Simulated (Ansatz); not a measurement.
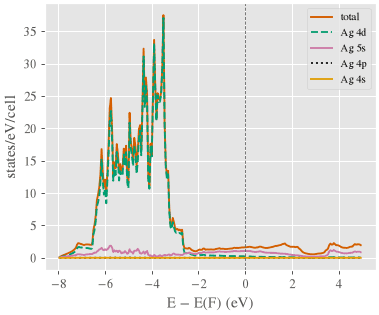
Fig. 1. Total and projected density of states of Ag in space group Fd-3m (No. 227; Ag on 8a, Ag on 16d), r²SCAN (plane waves, PAW; program Ansatz)

Task: Which orbitals carry the states next to the Fermi level?

Result: Within 0.5 eV of the Fermi level: Ag 5s 63 %, Ag 4d 14 %, outside the projected shells 22 %. Projections are on Löwdin-orthogonalised atomic valence shells; empty p or d shells of many metals are not among them.

Task: Where is the tallest occupied peak in this window, and what makes it?

Result: Near -3.5 eV, about 38 states/eV per cell; the largest projected share is Ag 4d.

The start of the workflow was typed in or built on a structure type; neither database checked (COD, Materials Project) lists it. It is not the phase usual at ambient conditions (space group No. 225). Symmetry was held in the r²SCAN relaxation; its stability against distortions is not shown here. No spin polarisation was allowed. Spin–orbit coupling is left out wherever it is not named.

Potentials: the earlier of the program's two PAW sets.
